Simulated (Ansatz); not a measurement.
# What RbSbS3 in P4_2/mmc, a phase reached by a soft mode distorts into, part 2 of 3

Aim: this structure of RbSbS3 in P4_2/mmc, a phase reached by a soft mode is to be tested for unstable modes, and one is followed downhill.

Ansatz 0.2.0; DFT PBEsol, scalar-relativistic, plane waves, PAW; PAW set soft_1.

So far. Step 4 (The mode frozen in, largest atomic shift 0.32 Å): The run ends at a pressure of 0.10 GPa, with forces up to 0.11 eV/Å. Step 5 (Energy along the mode, all amplitudes (two of the runs …): The lowest of the steps tried is at 0.32 Å, 3.42 meV/atom below the parent; the bottom of the well need not coincide with a step.

The structure was built from a prototype and need not be the compound's stable phase.

### Step 6. Relaxation from the frozen mode

Starting from the lowest point found, all atoms and the cell are let go, so that strain and other modes of the same symmetry can join in.

The input, input.yaml:

```yaml
crystal:
  lattice:
    - [4.9931665696, 0.0, 0.0]
    - [0.0, 4.9931665696, 0.0]
    - [0.0, 0.0, 10.4183272657]
  atoms:
    - { symbol: Rb, position: [-0.0041088489, -0.0230112712, 0.0] }
    - { symbol: Rb, position: [0.0230112712, 0.0041088489, 0.5] }
    - { symbol: Sb, position: [0.4880822842, 0.5119177158, 0.25] }
    - { symbol: Sb, position: [0.4880822842, 0.5119177158, 0.75] }
    - { symbol: S, position: [0.5637841628, 0.5062289213, 0.5] }
    - { symbol: S, position: [0.4937710787, 0.4362158372, 0.0] }
    - { symbol: S, position: [0.4960998086, 0.0048110897, 0.1925476471] }
    - { symbol: S, position: [0.4960998086, 0.0048110897, 0.8074523529] }
    - { symbol: S, position: [-0.0048110897, 0.5039001914, 0.3074523529] }
    - { symbol: S, position: [-0.0048110897, 0.5039001914, 0.6925476471] }
kpoints:
  mp_grid: { grid: [8, 8, 4] }
hamiltonian:
  xc: pbesol
  pseudopotentials: { kind: paw, azcp: { folder: soft_1 }, xc_functional: pbe }
scf:
  occupations: { method: methfessel_paxton, width: 0.2 }
output:
  forces: true
  stress: true
  eigenvalues: true
relax:
  adjacent_minimum: "off"
  f_tol: 0.002
  max_steps: 120
  cell: { stress_tol: 0.03 }
```

On the command line:

```bash
> ansatz run input.yaml --threads 8 --pin off --max-ram 16384MiB --backend cpu --events-out ev --progress --plain --runs-dir out
```

Numbers of over 12 decimals in the logs are rounded to 6 here.

Output:

```text
[...]
Crystal: 10 atoms, lattice volume = 259.747 Å³
Basis set: ecut = 420 eV, 5103 PW (Γ), exchange–correlation on 72×72×144 points (8 copies of the dense FFT grid, shifted against one another)
Bands: 52, of which v1, the nominal top of the filled ones, is band 42 counted from 1 (41 counted from 0)
Symmetry: 4 space group operations
[...]
k-points: 63 of 256 (time reversal used)
[...]
SCF iter   1: F=—  HF=-24566.184140 eV  |F-HF|=—  |Δ(HF+E_count)|=         —  Δρ=3.43e-2  dr2=7.95e0  ethr=3.10e-3  ⟨swp⟩=9.1  Hψ=15842  notcnv=0
[...]
SCF iter  10: F=-24563.045473 eV  HF=-24563.045473 eV  |F-HF|=6.55e-8  |Δ(HF+E_count)|=   3.38e-7  S|Δr|=    0.00e0  Δρ=3.85e-6  dr2=6.87e-8  ethr=1.19e-10  ⟨swp⟩=16.3  Hψ=22140  notcnv=0
SCF 1 converged in 10 iterations: F = -24563.045473 eV  dr2 = 6.87e-8
[...]
relax step   1: F+E_penalty+E_count = -24563.04547287 eV  Δ(F+E_penalty+E_count) = +0.000e0 eV  max|allowed force component| = 1.113e-1 eV/Å  Δτ_max = 0.0000 Å  P = +0.105 GPa  Ω = 259.747 Å³  (10 SCF iters, dr2 threshold 1.00e-7 eV, accepted)
Crystal: 10 atoms, lattice volume = 260.071 Å³
[...]
iter 1 solved again at ethr=4.46e-5 eV; its pass at ethr=3.10e-3 eV (dr2=3.75e-2 eV) is discarded
[...]
SCF iter   6: F=-24563.078541 eV  HF=-24563.078541 eV  |F-HF|=9.24e-8  |Δ(HF+E_count)|=   1.76e-6  S|Δr|=    0.00e0  Δρ=8.84e-6  dr2=1.88e-7  ethr=1.19e-9  ⟨swp⟩=8.0  Hψ=18292  notcnv=0
SCF 2 converged in 6 iterations: F = -24563.078541 eV  dr2 = 1.88e-7
relax step   2: F+E_penalty+E_count = -24563.07854137 eV  Δ(F+E_penalty+E_count) = -3.307e-2 eV  max|allowed force component| = 8.074e-2 eV/Å  Δτ_max = 0.0731 Å  P = +0.004 GPa  Ω = 260.071 Å³  energy of the carried Pulay correction = -3.097e-5 eV  (6 SCF iters, dr2 threshold 1.00e-6 eV, accepted)
Crystal: 10 atoms, lattice volume = 259.916 Å³
Basis set: ecut = 420 eV, 5079 PW (Γ), exchange–correlation on 72×72×144 points (8 copies of the dense FFT grid, shifted against one another)
[...]
SCF iter   7: F=-24563.154461 eV  HF=-24563.154461 eV  |F-HF|=8.25e-9  |Δ(HF+E_count)|=   2.62e-7  S|Δr|=    0.00e0  Δρ=6.34e-6  dr2=8.68e-8  ethr=4.85e-10  ⟨swp⟩=10.6  Hψ=17027  notcnv=0
SCF 3 converged in 7 iterations: F = -24563.154461 eV  dr2 = 8.68e-8
[...]
relax step   3: F+E_penalty+E_count = -24563.15446061 eV  Δ(F+E_penalty+E_count) = -7.592e-2 eV  max|allowed force component| = 1.279e-1 eV/Å  Δτ_max = 0.1953 Å  P = +0.060 GPa  Ω = 259.916 Å³  energy of the carried Pulay correction = -1.613e-5 eV  (7 SCF iters, dr2 threshold 4.07e-7 eV, accepted)
[... from here on, the SCF cycles and remarks between the steps are left out ...]
relax step   4: F+E_penalty+E_count = -24563.19144588 eV  Δ(F+E_penalty+E_count) = -3.699e-2 eV  max|allowed force component| = 8.005e-2 eV/Å  Δτ_max = 0.1936 Å  P = +0.614 GPa  Ω = 259.030 Å³  energy of the carried Pulay correction = +6.863e-5 eV  (6 SCF iters, dr2 threshold 1.00e-6 eV, accepted)
relax step   5: F+E_penalty+E_count = -24563.20976828 eV  Δ(F+E_penalty+E_count) = -1.832e-2 eV  max|allowed force component| = 1.421e-1 eV/Å  Δτ_max = 0.1197 Å  P = +0.002 GPa  Ω = 262.865 Å³  energy of the carried Pulay correction = -2.962e-4 eV  (6 SCF iters, dr2 threshold 1.00e-6 eV, accepted)
relax step   6: F+E_penalty+E_count = -24563.27167693 eV  Δ(F+E_penalty+E_count) = -6.191e-2 eV  max|allowed force component| = 1.532e-1 eV/Å  Δτ_max = 0.0589 Å  P = -0.118 GPa  Ω = 263.309 Å³  energy of the carried Pulay correction = -3.382e-4 eV  (6 SCF iters, dr2 threshold 1.00e-6 eV, accepted)
relax step   7: F+E_penalty+E_count = -24563.34952992 eV  Δ(F+E_penalty+E_count) = -7.785e-2 eV  max|allowed force component| = 3.046e-1 eV/Å  Δτ_max = 0.1655 Å  P = -0.284 GPa  Ω = 265.231 Å³  energy of the carried Pulay correction = -5.187e-4 eV  (8 SCF iters, dr2 threshold 1.00e-6 eV, accepted)
relax step   8: F+E_penalty+E_count = -24563.48465343 eV  Δ(F+E_penalty+E_count) = -1.351e-1 eV  max|allowed force component| = 3.467e-1 eV/Å  Δτ_max = 0.1948 Å  P = -0.532 GPa  Ω = 266.025 Å³  energy of the carried Pulay correction = -5.929e-4 eV  (8 SCF iters, dr2 threshold 1.00e-6 eV, accepted)
relax step   9: F+E_penalty+E_count = -24563.63520430 eV  Δ(F+E_penalty+E_count) = -1.506e-1 eV  max|allowed force component| = 2.904e-1 eV/Å  Δτ_max = 0.1731 Å  P = +0.170 GPa  Ω = 262.425 Å³  energy of the carried Pulay correction = -2.547e-4 eV  (8 SCF iters, dr2 threshold 1.00e-6 eV, accepted)
relax step  10: F+E_penalty+E_count = -24563.65976386 eV  Δ(F+E_penalty+E_count) = -2.456e-2 eV  max|allowed force component| = 3.077e-1 eV/Å  Δτ_max = 0.1763 Å  P = +0.206 GPa  Ω = 261.058 Å³  energy of the carried Pulay correction = -1.250e-4 eV  (8 SCF iters, dr2 threshold 1.00e-6 eV, accepted)
relax step  11: F+E_penalty+E_count = -24563.55622949 eV  Δ(F+E_penalty+E_count) = +1.035e-1 eV  max|allowed force component| = 7.960e-1 eV/Å  Δτ_max = 0.1862 Å  P = +0.225 GPa  Ω = 259.796 Å³  energy of the carried Pulay correction = -4.698e-6 eV  (7 SCF iters, dr2 threshold 1.00e-6 eV, rejected (line search))
relax step  12: F+E_penalty+E_count = -24563.75850449 eV  Δ(F+E_penalty+E_count) = -9.874e-2 eV  max|allowed force component| = 9.491e-2 eV/Å  Δτ_max = 0.0954 Å  P = +0.221 GPa  Ω = 263.396 Å³  energy of the carried Pulay correction = -3.463e-4 eV  (13 SCF iters, accepted)
relax step  13: F+E_penalty+E_count = -24563.78856885 eV  Δ(F+E_penalty+E_count) = -3.006e-2 eV  max|allowed force component| = 9.415e-2 eV/Å  Δτ_max = 0.0959 Å  P = -0.066 GPa  Ω = 263.776 Å³  energy of the carried Pulay correction = -3.821e-4 eV  (7 SCF iters, dr2 threshold 6.11e-7 eV, accepted)
relax step  14: F+E_penalty+E_count = -24563.79977437 eV  Δ(F+E_penalty+E_count) = -1.121e-2 eV  max|allowed force component| = 6.304e-2 eV/Å  Δτ_max = 0.0535 Å  P = +0.080 GPa  Ω = 263.592 Å³  energy of the carried Pulay correction = -3.648e-4 eV  (7 SCF iters, dr2 threshold 5.54e-7 eV, accepted)
relax step  15: F+E_penalty+E_count = -24563.80852495 eV  Δ(F+E_penalty+E_count) = -8.751e-3 eV  max|allowed force component| = 5.071e-2 eV/Å  Δτ_max = 0.0736 Å  P = -0.014 GPa  Ω = 264.873 Å³  energy of the carried Pulay correction = -4.852e-4 eV  (8 SCF iters, dr2 threshold 2.48e-7 eV, accepted)
[...]
relax step  28: F+E_penalty+E_count = -24563.84019611 eV  Δ(F+E_penalty+E_count) = -5.877e-6 eV  max|allowed force component| = 9.929e-4 eV/Å  Δτ_max = 0.0009 Å  P = +0.002 GPa  Ω = 271.254 Å³  energy of the carried Pulay correction = -1.076e-3 eV  (7 SCF iters, dr2 threshold 7.54e-10 eV, accepted)
relax step  29: F+E_penalty+E_count = -24563.92547952 eV  Δ(F+E_penalty+E_count) = -8.528e-2 eV  max|allowed force component| = 2.633e-3 eV/Å  Δτ_max = 0.0000 Å  P = +0.400 GPa  Ω = 271.254 Å³  stress off target by 9.11e-1 GPa  SCF on the basis re-selected at this cell (its energy is not comparable with the rows above)  (10 SCF iters)
relax step  30: F+E_penalty+E_count = -24563.94044587 eV  Δ(F+E_penalty+E_count) = -1.497e-2 eV  max|allowed force component| = 1.783e-1 eV/Å  Δτ_max = 0.1969 Å  P = +0.094 GPa  Ω = 275.598 Å³  energy of the carried Pulay correction = -4.271e-4 eV  (8 SCF iters, dr2 threshold 1.00e-6 eV, accepted)
relax step  31: F+E_penalty+E_count = -24563.94335589 eV  Δ(F+E_penalty+E_count) = -2.910e-3 eV  max|allowed force component| = 1.884e-2 eV/Å  Δτ_max = 0.0410 Å  P = -0.273 GPa  Ω = 280.583 Å³  energy of the carried Pulay correction = -9.133e-4 eV  (7 SCF iters, dr2 threshold 1.00e-6 eV, accepted)
relax step  32: F+E_penalty+E_count = -24563.94901195 eV  Δ(F+E_penalty+E_count) = -5.656e-3 eV  max|allowed force component| = 5.099e-2 eV/Å  Δτ_max = 0.1097 Å  P = -0.024 GPa  Ω = 277.222 Å³  energy of the carried Pulay correction = -5.860e-4 eV  (8 SCF iters, dr2 threshold 2.49e-7 eV, accepted)
relax step  33: F+E_penalty+E_count = -24563.95253531 eV  Δ(F+E_penalty+E_count) = -3.523e-3 eV  max|allowed force component| = 8.207e-3 eV/Å  Δτ_max = 0.0378 Å  P = +0.035 GPa  Ω = 276.669 Å³  energy of the carried Pulay correction = -5.327e-4 eV  (7 SCF iters, dr2 threshold 1.63e-7 eV, accepted)
relax step  34: F+E_penalty+E_count = -24563.95437441 eV  Δ(F+E_penalty+E_count) = -1.839e-3 eV  max|allowed force component| = 2.046e-2 eV/Å  Δτ_max = 0.0209 Å  P = +0.053 GPa  Ω = 276.407 Å³  energy of the carried Pulay correction = -5.095e-4 eV  (8 SCF iters, dr2 threshold 2.79e-8 eV, accepted)
relax step  35: F+E_penalty+E_count = -24563.95373939 eV  Δ(F+E_penalty+E_count) = +6.350e-4 eV  max|allowed force component| = 5.964e-2 eV/Å  Δτ_max = 0.0172 Å  P = -0.060 GPa  Ω = 276.597 Å³  energy of the carried Pulay correction = -5.282e-4 eV  (8 SCF iters, dr2 threshold 3.08e-8 eV, rejected (line search))
relax step  36: F+E_penalty+E_count = -24563.95481634 eV  Δ(F+E_penalty+E_count) = -4.419e-4 eV  max|allowed force component| = 3.678e-3 eV/Å  Δτ_max = 0.0058 Å  P = +0.008 GPa  Ω = 276.627 Å³  energy of the carried Pulay correction = -5.323e-4 eV  (11 SCF iters, accepted)
relax step  37: F+E_penalty+E_count = -24563.95515201 eV  Δ(F+E_penalty+E_count) = -3.357e-4 eV  max|allowed force component| = 4.749e-3 eV/Å  Δτ_max = 0.0145 Å  P = +0.011 GPa  Ω = 276.456 Å³  energy of the carried Pulay correction = -5.173e-4 eV  (8 SCF iters, dr2 threshold 2.36e-9 eV, accepted)
relax step  38: F+E_penalty+E_count = -24563.95515362 eV  Δ(F+E_penalty+E_count) = -1.613e-6 eV  max|allowed force component| = 1.972e-3 eV/Å  Δτ_max = 0.0025 Å  P = +0.000 GPa  Ω = 276.631 Å³  energy of the carried Pulay correction = -5.345e-4 eV  (7 SCF iters, dr2 threshold 1.41e-9 eV, accepted)
relax step  39: F+E_penalty+E_count = -24563.95515657 eV  Δ(F+E_penalty+E_count) = -2.949e-6 eV  max|allowed force component| = 6.271e-4 eV/Å  Δτ_max = 0.0021 Å  P = -0.003 GPa  Ω = 276.670 Å³  energy of the carried Pulay correction = -5.382e-4 eV  (9 SCF iters, accepted)
Basis set: ecut = 420 eV, 5367 PW (Γ), exchange–correlation on 90×90×108 points (8 copies of the dense FFT grid, shifted against one another)
[...]
SCF iter   1: F=—  HF=-24563.956014 eV  |F-HF|=—  |Δ(HF+E_count)|=         —  Δρ=4.82e-5  dr2=8.61e-7  ethr=1.35e-6  ⟨swp⟩=3.5  Hψ=25497  notcnv=0
eigensolver tolerance schedule: the retry pair's looser diagonalisation over-reported the residual by 1316.96 of it (diagonalisation noise at 1.35 of the residual, at the tolerance the schedule requests for it); recorded, not acted on — ethr = c·dr2/N_el stays at c = 1.0e-1
[...]
SCF iter   2: F=—  HF=-24563.955989 eV  |F-HF|=—  |Δ(HF+E_count)|=   2.51e-5  S|Δr|=    0.00e0  Δρ=2.52e-5  dr2=2.33e-7  ethr=1.02e-9  ⟨swp⟩=3.1  Hψ=6912  notcnv=0
[...]
SCF iter   6: F=-24563.955992 eV  HF=-24563.955992 eV  |F-HF|=2.55e-11  |Δ(HF+E_count)|=  3.64e-12  S|Δr|=    0.00e0  Δρ=5.09e-8  dr2=3.48e-11  ethr=1.00e-12  ⟨swp⟩=9.0  Hψ=14064  notcnv=0
SCF 40 converged in 6 iterations: F = -24563.955992 eV  dr2 = 3.48e-11
relax step  40: F+E_penalty+E_count = -24563.95599192 eV  Δ(F+E_penalty+E_count) = -8.353e-4 eV  max|allowed force component| = 7.301e-4 eV/Å  Δτ_max = 0.0000 Å  P = -0.000 GPa  Ω = 276.670 Å³  stress off target by 4.97e-3 GPa  SCF on the basis re-selected at this cell (its energy is not comparable with the rows above)  (6 SCF iters)
[...]
SCF converged after 6 iterations
[...]
Free energy (F): -24563.955992 eV
[...]
Internal energy: -24563.963441 eV  (E = F + TS)
E sigma→0 (E₀):  -24563.957854 eV
Entropy (-TS):   0.007449 eV (0.745 meV/atom)
Fermi energy:    5.112409 eV
[...]
--- Forces (eV/Å), atoms counted from 1 ---
  atom   1  Rb     0.00035253    -0.00015211     0.00000000
  atom   2  Rb     0.00015211    -0.00035253     0.00000000
  atom   3  Sb     0.00008316    -0.00008316     0.00000000
  atom   4  Sb     0.00008316    -0.00008316     0.00000000
  atom   5  S     -0.00033268     0.00072995    -0.00000000
  atom   6  S     -0.00072995     0.00033268    -0.00000000
  atom   7  S     -0.00014815    -0.00034450    -0.00033174
  atom   8  S     -0.00014815    -0.00034450     0.00033174
  atom   9  S      0.00034450     0.00014815     0.00033174
  atom  10  S      0.00034450     0.00014815    -0.00033174
  max |Σ_I F_I| component: 1.04e-6 eV/Å
--- Stress (GPa, compression-positive) ---
        0.001578      -0.003394      -0.000000
       -0.003394       0.001578       0.000000
       -0.000000       0.000000      -0.003844
  P = ⅓ Tr σ = -0.0002 GPa (-0.002 kbar)
--- Band table (eV; the first three rows and the last of 63) ---
  k-point 0: bands = [... 38 lower, 4.1311, 4.7919, 4.8662, 4.9777, 5.0046, 7.7847, 8.0847, 8.2705, ... 6 higher]
  k-point 1: bands = [... 38 lower, 4.1575, 4.3370, 4.5146, 4.8194, 5.7983, 7.6768, 7.8265, 8.2417, ... 6 higher]
  k-point 2: bands = [... 38 lower, 4.1304, 4.1304, 4.4319, 4.4319, 7.0278, 7.0278, 7.7839, 7.7839, ... 6 higher]
  k-point 62: bands = [... 38 lower, 4.4075, 4.4075, 4.6091, 4.6091, 6.7348, 6.7348, 8.1530, 8.1530, ... 6 higher]
--- Relaxed structure (38 steps of the walk, 34 accepted, 2 SCFs on fresh bases) ---
  F+E_penalty+E_count = -24563.95599192 eV   max|allowed force component| = 7.301e-4 eV/Å   (the final SCF, on the basis selected at the relaxed cell)
  cell:  # Å, volume = 276.6699 Å³
    - [6.005335, -0.516677, 1.5366457070849293e-17]
    - [-0.516677, 6.005335, 2.868135062431826e-17]
    - [3.206237493720599e-17, 5.984412758142261e-17, 7.728837]
  atoms:
    - { symbol: Rb, position: [0.00146259, -0.00175052, -1.546006429629604e-19] }
    - { symbol: Rb, position: [0.00175052, -0.00146259, 0.500000] }
    - { symbol: Sb, position: [0.403589, 0.596411, 0.250000] }
    - { symbol: Sb, position: [0.403589, 0.596411, 0.750000] }
    - { symbol: S, position: [0.574505, 0.425030, 0.500000] }
    - { symbol: S, position: [0.574970, 0.425495, -2.1666518327055322e-18] }
    - { symbol: S, position: [0.516527, -0.021140, 0.250053] }
    - { symbol: S, position: [0.516527, -0.021140, 0.749947] }
    - { symbol: S, position: [0.021140, 0.483473, 0.249947] }
    - { symbol: S, position: [0.021140, 0.483473, 0.750053] }
```

Run time: 6.7 min. Hardware: 8 threads of Arm Neoverse V2, shared host; peak memory 1.3 GiB; 52 min of CPU time.

Step by step (22 of 40):

| step | energy less that of the first step (eV) | largest force component (eV/Å) | pressure (GPa) | volume (Å³) |
| --- | --- | --- | --- | --- |
| 1 | 0.0000 | 0.1113 | 0.10 | 259.75 |
| 3 | -0.1090 | 0.1279 | 0.06 | 259.92 |
| 5 | -0.1643 | 0.1421 | 0.00 | 262.87 |
| 7 | -0.3041 | 0.3046 | -0.28 | 265.23 |
| 8 | -0.4392 | 0.3467 | -0.53 | 266.03 |
| 10 | -0.6143 | 0.3077 | 0.21 | 261.06 |
| 12 | -0.7130 | 0.0949 | 0.22 | 263.40 |
| 14 | -0.7543 | 0.0630 | 0.08 | 263.59 |
| 16 | -0.7718 | 0.1176 | 0.30 | 266.06 |
| 18 | -0.7830 | 0.1653 | -0.24 | 270.13 |
| 20 | -0.7869 | 0.0882 | 0.01 | 272.53 |
| 21 | -0.7938 | 0.0364 | 0.03 | 270.85 |
| 23 | -0.7945 | 0.0040 | 0.02 | 271.23 |
| 25 | -0.7947 | 0.0022 | 0.00 | 271.29 |
| 27 | -0.7947 | 0.0035 | 0.01 | 271.24 |
| 29* | -0.8800 | 0.0026 | 0.40 | 271.25 |
| 31 | -0.8979 | 0.0188 | -0.27 | 280.58 |
| 33 | -0.9071 | 0.0082 | 0.03 | 276.67 |
| 34 | -0.9089 | 0.0205 | 0.05 | 276.41 |
| 36 | -0.9093 | 0.0037 | 0.01 | 276.63 |
| 38 | -0.9097 | 0.0020 | 0.00 | 276.63 |
| 40* | -0.9105 | 0.0007 | 0.00 | 276.67 |

Relaxation steps marked * repeat the geometry before them on a plane-wave basis chosen anew for their cell, so energy and pressure can jump there. Other such steps can lie between the rows shown. Relaxation steps 11, 20, 22, 35 were tried and not accepted.

The run keeps the 4 symmetry operations that it works with, so distortions that break them were not tested.

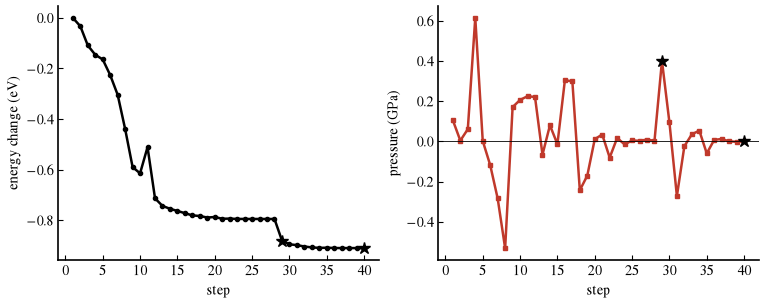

Energy and pressure along the relaxation. Stars mark steps on a basis chosen anew.

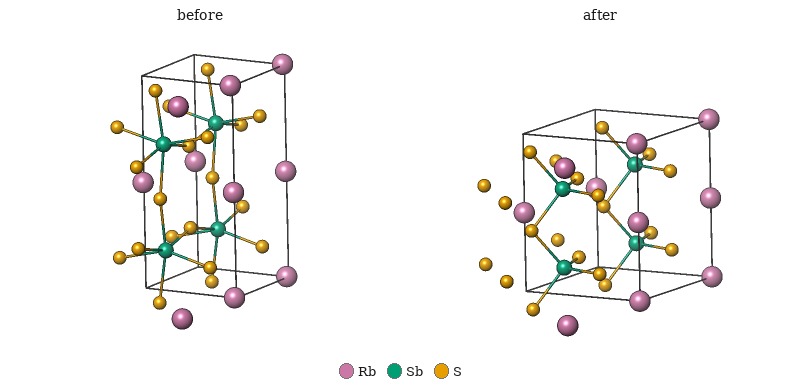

The structure before and after the relaxation, drawn at the same scale.

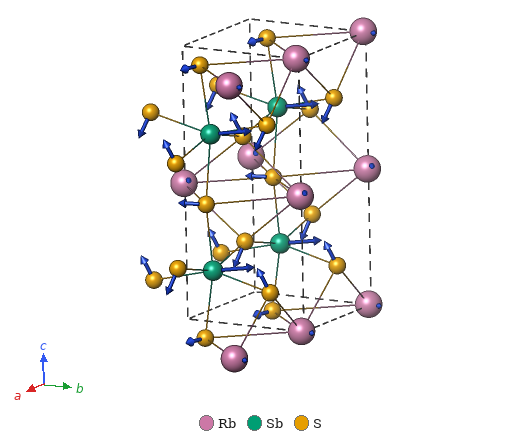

Displacements in the relaxation, exaggerated, measured against the changing cell; the longest in the cell stands for 0.78 Å. 2×1×1 cells are drawn. Some periodic images of atoms are drawn too.

| cell as run | before | after | change |
| --- | --- | --- | --- |
| a (Å) | 4.993 | 6.028 | +20.7 % |
| b (Å) | 4.993 | 6.028 | +20.7 % |
| c (Å) | 10.418 | 7.729 | -25.8 % |
| γ (°) | 90.00 | 99.83 | +10.9 % |
| volume (Å³/atom) | 25.97 | 27.67 | +6.5 % |

The atoms that moved most (Å, as changes of fractional coordinates times the final cell):

| atom | dx | dy | dz | length |
| --- | --- | --- | --- | --- |
| Sb3 | -0.551 | 0.551 | 0.000 | 0.779 |
| Sb4 | -0.551 | 0.551 | 0.000 | 0.779 |
| S6 | 0.493 | -0.106 | 0.000 | 0.505 |
| S5 | 0.106 | -0.493 | 0.000 | 0.505 |
| S8 | 0.136 | -0.166 | -0.444 | 0.494 |
| S7 | 0.136 | -0.166 | 0.444 | 0.494 |
| S9 | 0.166 | -0.136 | -0.444 | 0.494 |
| S10 | 0.166 | -0.136 | 0.444 | 0.494 |

The relaxed structure:

```
Rb Sb S
1.0
     6.00533   -0.51668    0.00000
    -0.51668    6.00533    0.00000
     0.00000    0.00000    7.72884
Rb Sb S
2 2 6
Cartesian
  0.0097 -0.0113 0.0000
  0.0113 -0.0097 3.8644
  2.1155 3.3731 1.9322
  2.1155 3.3731 5.7966
  3.2305 2.2556 3.8644
  3.2330 2.2582 0.0000
  3.1128 -0.3938 1.9326
  3.1128 -0.3938 5.7962
  -0.1228 2.8925 1.9318
  -0.1228 2.8925 5.7970
```

Numbers from this step:

| Item | Value |
| --- | --- |
| pressure | -2.29e-4 GPa |
| volume per atom | 27.67 Å³ |

The distorted start has space group Ama2; the relaxation ends in Amm2.

(Continued in part 3 of 3.)

[Logs are printed without paths, hosts, clocks, repeated set-up lines and the standing remarks that a program may print on its own settings, such as how far it seeks lower states.]

[Hosts, paths, dates, database ids (printed as entryN), source tags and the programs' standing remarks are cut or masked in the printed files.]
